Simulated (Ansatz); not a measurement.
## Electronic structure of GaMgNO (triplet) in real space

```xyz
4

Ga    0.5808    0.4266    1.3194
Mg    0.8655   -0.9652   -1.3606
N    -0.4127    1.3556   -0.2592
O    -0.3915    0.9119   -1.4049
```

Geometry: PBE0-D3(BJ)/def2-SVP; ⟨S²⟩ = 2.10, above the pure value of 2.00.

The calculation used isolated molecule in a Gaussian basis; Kohn-Sham density functional theory, functional PBE0 (Ansatz).

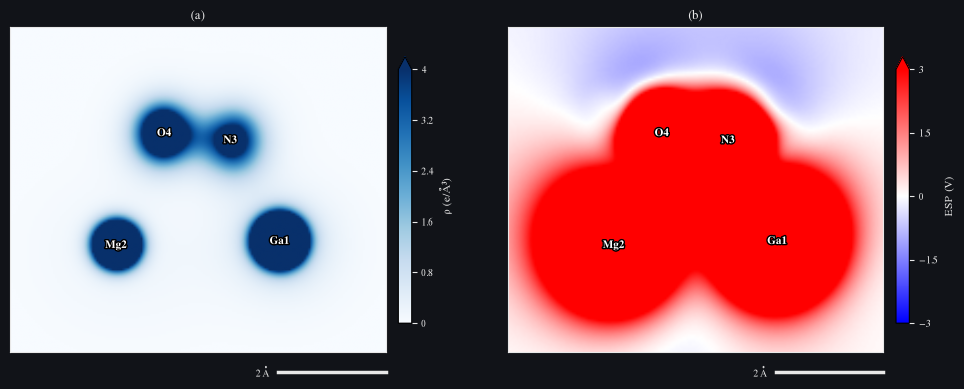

Figure 1. (a) total electron density; (b) electrostatic potential on the molecular plane.

**Read the bonding off the picture.**

The section cuts through Ga, Mg, N and O sites. N–O (1.23 Å): the density is about 3.4 e/Å³ at the midpoint. Ga–N (2.08 Å): ρ at the midpoint is about 0.52 e/Å³. Mg–O (2.26 Å): the density is about 0.22 e/Å³ at the midpoint. Outside the dense part of the molecule the potential is most negative (−1.0 V) near O4.

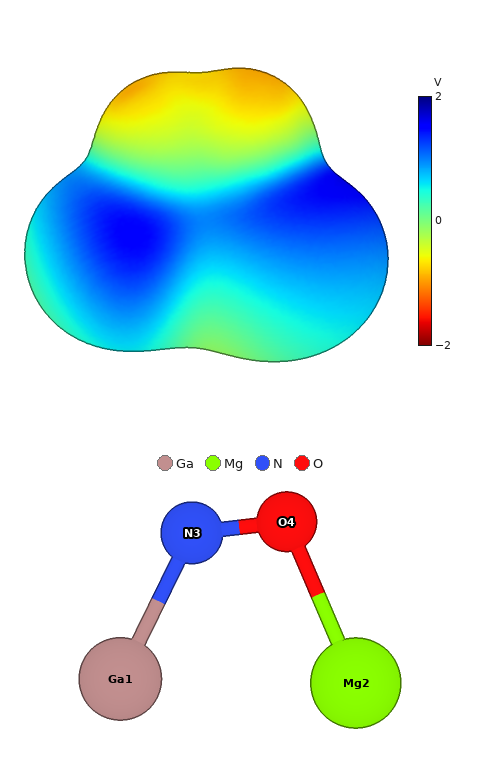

Figure 2. The molecular electrostatic potential painted on the density surface at 0.002 e/bohr³, seen across its widest extent; the colour scale runs from red (negative) to blue (positive). The bare structure is drawn below in the same view.

**Describe the electrostatic potential map.**

The most negative region (about −0.9 V, or −21 kcal/mol for a unit charge) lies over N3 and O4, the most positive (about +1.6 V, or +37 kcal/mol for a unit charge) over Mg2.

**How polar is the molecule by this calculation?**

Its dipole moment is 1.15 D.

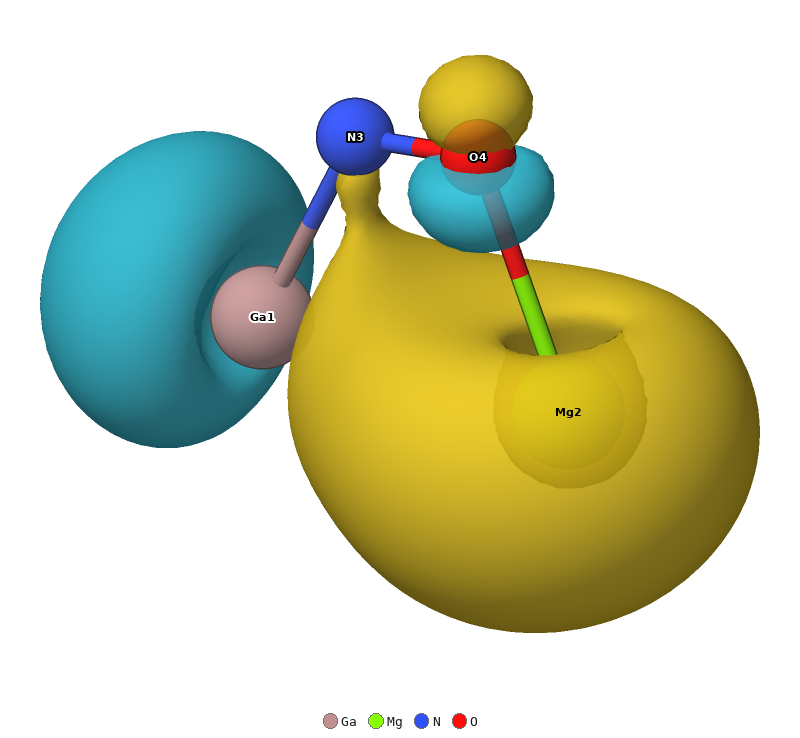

Figure 3. One frontier orbital at ±0.1 Å⁻³ᐟ² (yellow and cyan are the two phases), seen at a tilt.

**Which orbital is it: HOMO (α) or LUMO (α)?**

The HOMO (α), at −5.22 eV. By Hirshfeld shares it lies mainly on Mg2 (about 55 %) and Ga1 (about 40 %).
